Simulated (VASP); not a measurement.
Band structure of ZnCu₂SnS₄ (space group I-4). Level of theory: modified Becke-Johnson potential (mBJ), VASP's PBE PAW potentials (set 64) (plane waves; VASP).

mBJ is a potential without an energy functional, so only the levels count. Unless said otherwise, spin-orbit coupling is left out, though it shifts the bands of the heavy elements here.

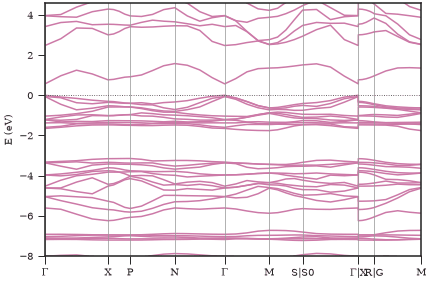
Figure. Bands along high-symmetry lines, zero at the valence-band maximum or, without a gap, the Fermi level

**Question.** Read the plot: is there a gap, and where are the band edges?

**Answer.** The gap is direct, 0.57 eV, from the valence maximum at Γ to the conduction minimum at Γ.

Measured: gap 1.49 eV (computed value off by -0.92 eV), as given by Wikipedia, List of semiconductor materials.

The structure comes from a computed database's ZnCu2SnS4 entry (I-4), a phase known from measurement. It was relaxed first. The cell's shape comes from a PBE relaxation.
